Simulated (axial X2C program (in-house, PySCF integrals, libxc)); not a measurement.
# Relativistic diatomic calculation for TeP⁺

- system: TeP⁺, single determinant with M_S = 0 and |Λ| = 0.
- method: PBE0, spin-free X2C-1e, Te dyall-cv3z, P dyall-v3z (cores contracted) (axial X2C program (in-house, PySCF integrals, libxc))

**Results in brief**

- outcome: converged
- bond length rₑ: 2.156 Å
- ωₑ: 569.8 cm⁻¹
- energy at the minimum: −7135.24113 hartree
- depth below the fragments: 4.11 eV
- hardware: 1 thread of INTEL XEON PLATINUM @ 2.10GHz (Emerald Rapids), 24 GiB of memory available, shared host
- wall time: 4.5 s
- peak memory: 0.63 GiB

**Input file**
```
{"zs": [52, 15], "q": 1, "bas": ["dyall-cv3z", "dyall-v3z"], "levels": ["PBE0", "HF", "BHandHLYP"], "cc": true, "r0": 2.3, "thr": -1.0, "nmax": 90, "npts": 10, "nst": 2, "ntry": 6}
```

The line is the task of a batch: nuclear charges, charge, bases, the levels to run, a first guess of the distance and further settings. This report covers PBE0 without spin-orbit coupling. The log is that of the reference distance 2.166 Å, started from orbitals converged before.

The run was one of a batch that the task file lists, launched with:
```bash
python <driver script> task.json out
```

**Log**
```
spin-free X2C-1e  PBE0
basis functions 170  fitting functions 922  grid points 5080
iter        total energy     max residual
   1      -7135.241077351     2.13e-05
   2      -7135.241077355     1.29e-05
converged
one-electron -10157.17195976  Coulomb 3031.61023621  exact exchange -49.29994388  xc functional -150.94184045  nuclear repulsion 190.56243053
```

**The points of the curve**

| R (Å) | E (hartree) | dipole (D; origin at the first atom, positive when the second is positive) | highest filled (eV) | lowest empty (eV) |
| --- | --- | --- | --- | --- |
| 1.884 | −7135.180671 | 2.83 | −15.14 | −9.23 |
| 1.971 | −7135.216579 | 3.12 | −15.20 | −9.43 |
| 2.036 | −7135.231738 | 3.34 | −15.08 | −9.57 |
| 2.101 | −7135.239335 | 3.57 | −14.85 | −9.70 |
| 2.166 | −7135.241077 | 3.81 | −14.63 | −9.83 |
| 2.242 | −7135.237544 | 4.08 | −14.40 | −9.97 |
| 2.318 | −7135.229652 | 4.35 | −14.19 | −10.10 |
| 2.415 | −7135.215152 | 4.70 | −13.95 | −10.25 |
| 2.534 | −7135.193502 | 5.12 | −13.68 | −10.41 |
| 2.708 | −7135.158875 | 5.71 | −13.36 | −10.61 |

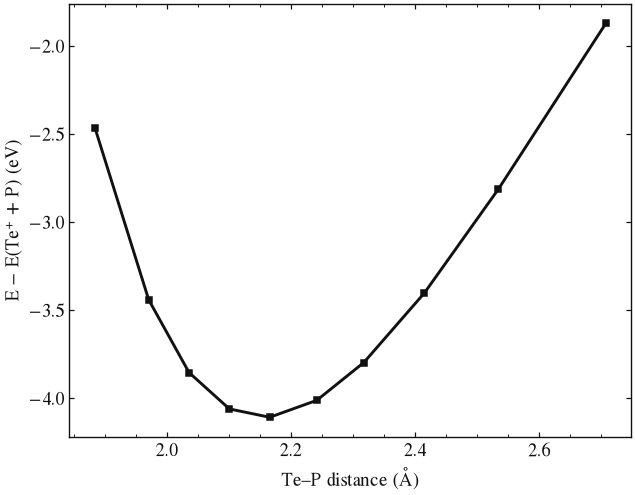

Fig. 1: Energy at 10 bond lengths, for one set of occupations held fixed; the line joins the points. A polynomial of degree 6 through 9 points gives rₑ = 2.156 Å, ωₑ = 569.8 cm⁻¹, ωₑxₑ = 1.3 cm⁻¹ and Bₑ = 0.1450 cm⁻¹. The minimum lies 4.11 eV below Te⁺ + P, each computed as one determinant at the same level.

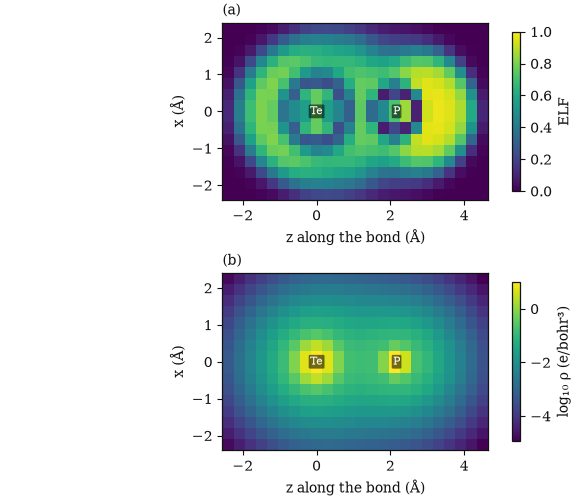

Fig. 2: (a) electron localisation function; (b) electron density on a logarithmic scale, in a plane that holds the axis, at 2.17 Å, on points 0.3 Å apart (one half computed, the other mirrored); the structure near the nuclei is finer than these points.

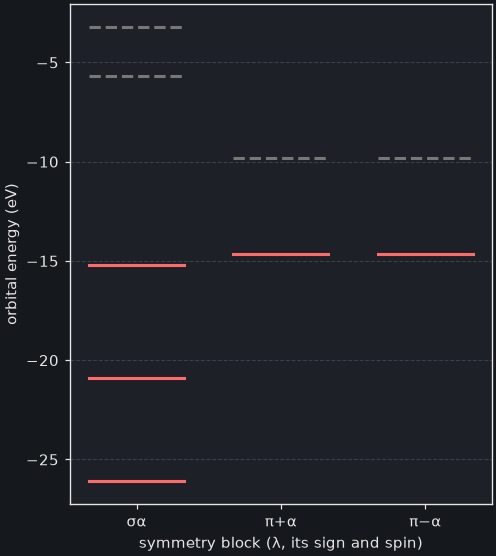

Fig. 3: Orbital energies near the frontier at 2.17 Å, filled (solid) and empty (dashed); a label such as π−α means λ = −1 and α spin, and the β levels equal the α ones. The highest filled orbital (π−α; 55 % Te p, 39 % P p) lies at −14.63 eV, the lowest empty one (π+α; 52 % P p, 38 % Te p) at −9.83 eV.
